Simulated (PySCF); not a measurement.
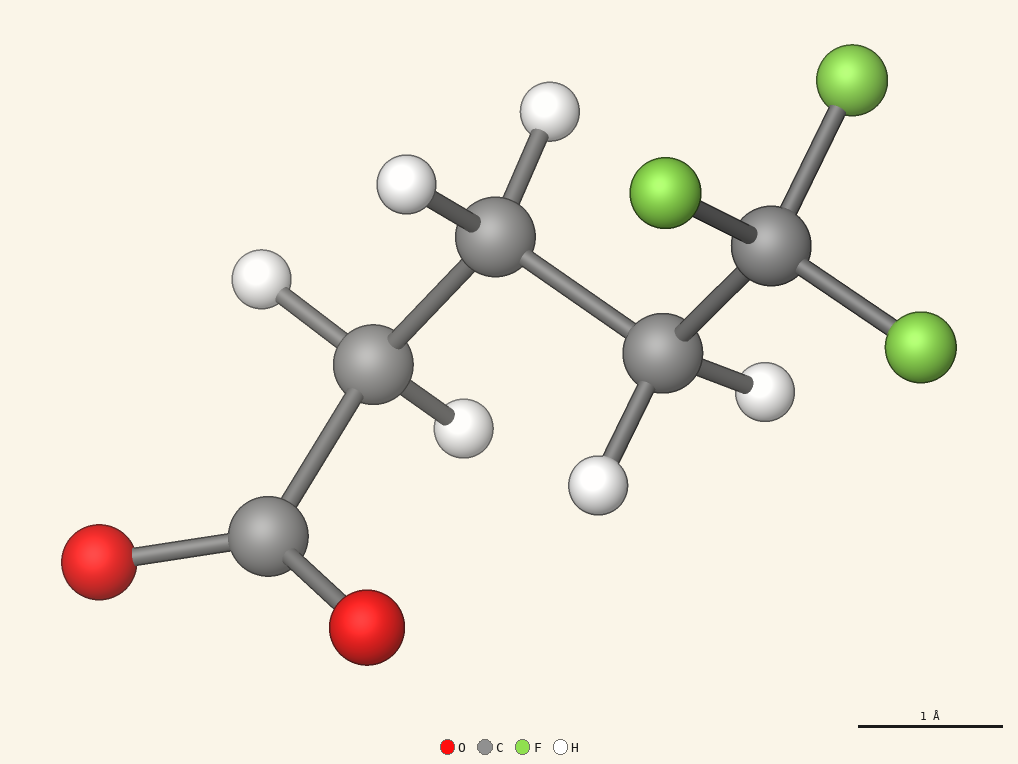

Ball-and-stick drawing of a structure. Every bond is drawn as one stick, whatever its order.

Charge −1, singlet. Computed geometry: GFN2-xTB optimisation. No frequency run is at hand to confirm it as a minimum.

Count the atoms of each element.

C₅H₆F₃O₂⁻, 16 atoms: 5 carbon, 6 hydrogen, 3 fluorine and 2 oxygen.

Give a SMILES string for it.

O=C([O-])CCCC(F)(F)F

Which point group does it belong to?

C1.

More results for the same structure follow; atom numbers are the same in all pictures, views and colours differ.

Bond orders

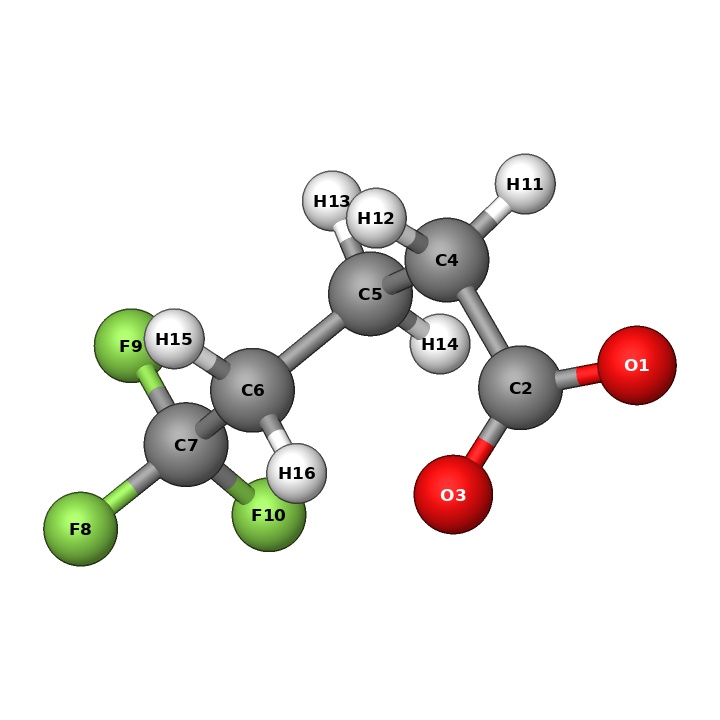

Every bond is drawn as one stick. No frequency run is at hand to confirm it as a minimum. Level of theory: PBE0/pcSseg-1 (PySCF 2.14.0).

List the Mayer bond orders of O1–C2, C2–O3, C2–C4, C4–C5, C5–C6, C6–C7, C7–F8, C7–F9, C7–F10 (bonds between heavy atoms, one of each equivalent set).

```tsv
bond	Mayer order	length (Å)
O1–C2	1.78	1.233
C2–O3	1.66	1.242
C2–C4	0.89	1.597
C4–C5	1.03	1.525
C5–C6	1.00	1.530
C6–C7	1.05	1.498
C7–F8	0.97	1.354
C7–F9	0.96	1.361
C7–F10	0.99	1.342
```

Quadrupole coupling

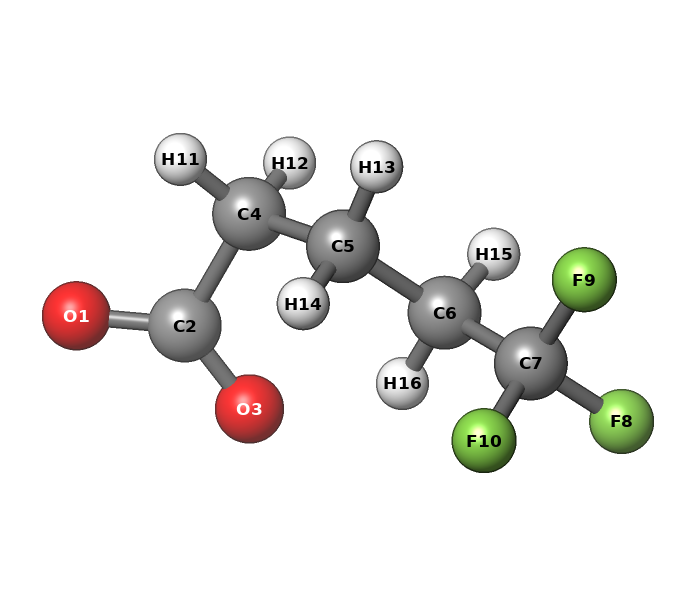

No frequency run is at hand to confirm it as a minimum. Electric field gradients from the ground-state density, PBE0/pcSseg-1 (PySCF 2.14.0), non-relativistic apart from any core potentials.

Give the largest field-gradient component, the quadrupole coupling constant and the asymmetry for 17O at O1 (Q = −25.6 mb), 17O at O3 (Q = −25.6 mb), 2H at H11 (Q = 2.86 mb), 2H at H12 (Q = 2.86 mb).

```json
{"atom": "O1", "V_zz (a.u.)": "−1.480", "e²qQ/h (MHz)": "8.90", "η": "0.24"}
{"atom": "O3", "V_zz (a.u.)": "−1.342", "e²qQ/h (MHz)": "8.07", "η": "0.48"}
{"atom": "H11", "V_zz (a.u.)": "0.311", "e²qQ/h (MHz)": "0.209", "η": "0.04"}
{"atom": "H12", "V_zz (a.u.)": "0.309", "e²qQ/h (MHz)": "0.208", "η": "0.04"}
```

NMR shielding

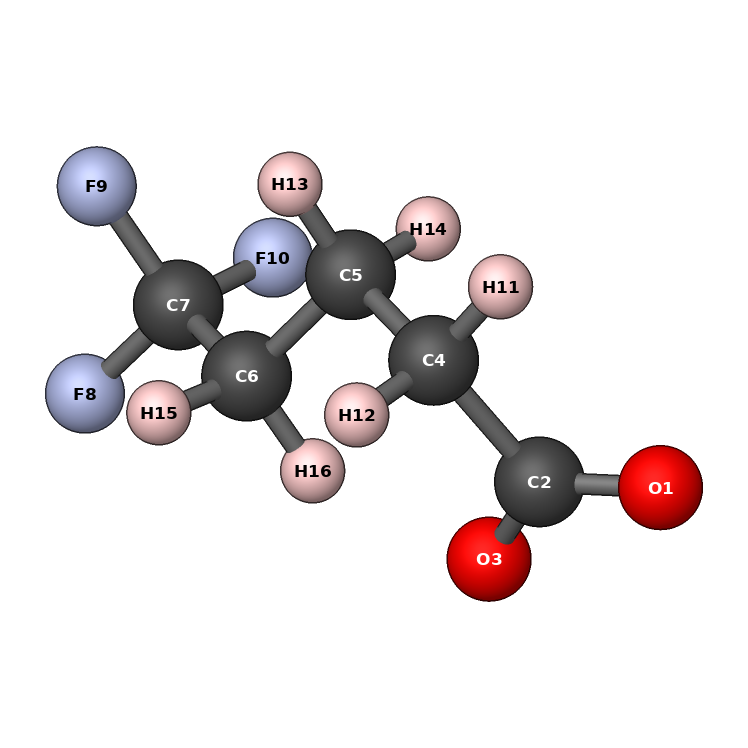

No frequency run is at hand to confirm it as a minimum. Level of theory: GIAO PBE0/pcSseg-1 NMR shielding, non-relativistic, gas phase (PySCF 2.14.0). Principal shieldings σ11 ≤ σ22 ≤ σ33, span Ω = σ33 − σ11, skew κ = 3(σiso − σ22)/Ω.

Give the shielding tensors of the O atoms.

| atom | σ11 | σ22 | σ33 | σiso | Ω | κ |
| --- | --- | --- | --- | --- | --- | --- |
| O1 | −241.1 | −58.6 | 178.8 | −40.3 | 419.9 | 0.13 |
| O3 | −183.8 | −10.9 | 217.9 | 7.7 | 401.7 | 0.14 |

Shieldings and span in ppm.

Electronic properties

No frequency run is at hand to confirm it as a minimum. Level of theory: PBE0/def2-SVPD, gas phase (PySCF 2.14.0).

Estimate the HOMO energy (Kohn–Sham orbital).

−1.95 eV.

What is the mean static polarisability?

78.7 bohr³.
